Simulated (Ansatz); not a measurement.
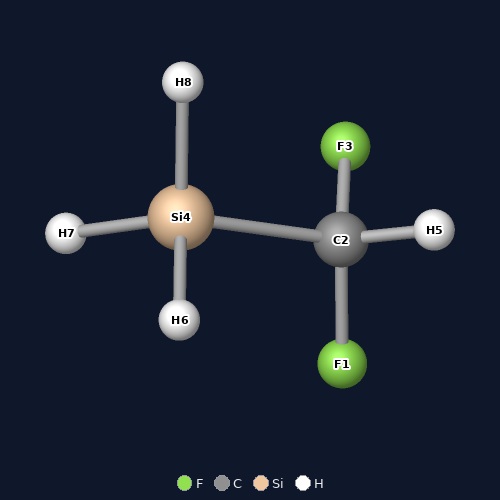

Two computed energy maps of CH₄F₂Si, SMILES FC(F)[SiH3]. The picture above is the structure of the first map.

Map 1

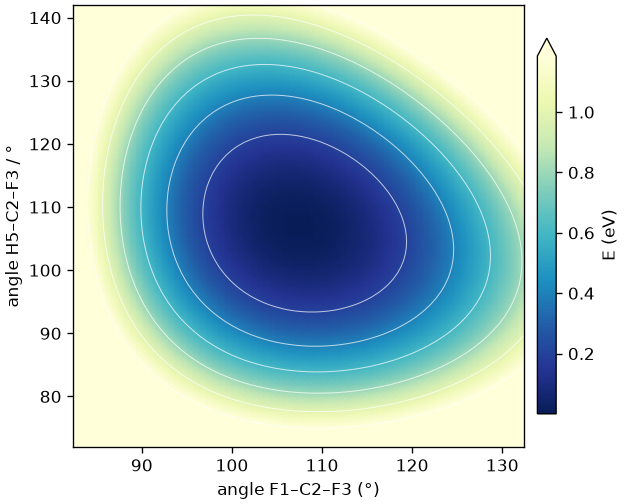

CH4F2Si, SMILES FC(F)[SiH3]. 
- Coordinates scanned: (1) angle F1–C2–F3; (2) angle H5–C2–F3.
- Nothing is relaxed (all other coordinates rigid).
- The scan uses a 15 × 15 grid.
- Points are written as (first, second).
- Energies: eV, counted from the lowest grid point.
- Level of theory: Ansatz, RKS PBE-D4/def2-TZVP.

The picture shows a smooth colour map with a few white contour lines, one colour for all values above the top of the scale. Between grid points the surface is interpolated.

Map 2

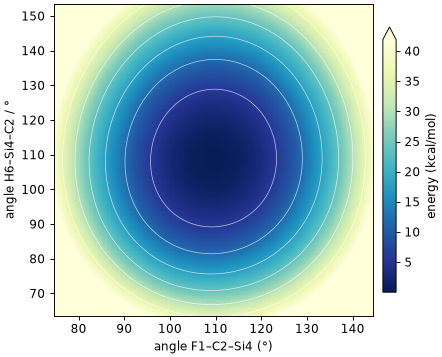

CH4F2Si, SMILES FC(F)[SiH3]. First axis: angle F1–C2–Si4. Second axis: angle H6–Si4–C2. Nothing is relaxed (all other coordinates rigid). The scan uses a 7 × 7 grid. Points are written as (first, second). Energies: kcal/mol, counted from the lowest grid point. These are results of RKS PBE0-D4/def2-SVP in Ansatz 0.2.0, not measurements.

In the figure: a smooth colour map with a few white contour lines, one colour for all values above the top of the scale. Between grid points the surface is interpolated.

Summarise the maps one by one.

Map 1: The lowest grid point is at (107.4°, 107°). No other kind of well shows on this grid. The highest grid point, (82.4°, 72°), lies 2.95 eV above the lowest. Round the minimum the valley is somewhat tilted: raising angle F1–C2–F3 shifts the best value of angle H5–C2–F3 downwards (coupling k₁₂/√(k₁₁k₂₂) about 0.2).
Map 2: The lowest grid point is at (109.5°, 108.6°). No other kind of well shows on this grid. The highest grid point, (74.5°, 63.6°), lies 87.4 kcal/mol above the lowest. Round the minimum the two coordinates are nearly uncoupled.

Maps 1, 2 start from a relaxed reference structure. Do they show a way to lower its energy?

No. In each of them the reference is the lowest point, within the accuracy of the grid, so it is stable against the distortions scanned (other distortions weren't tried).
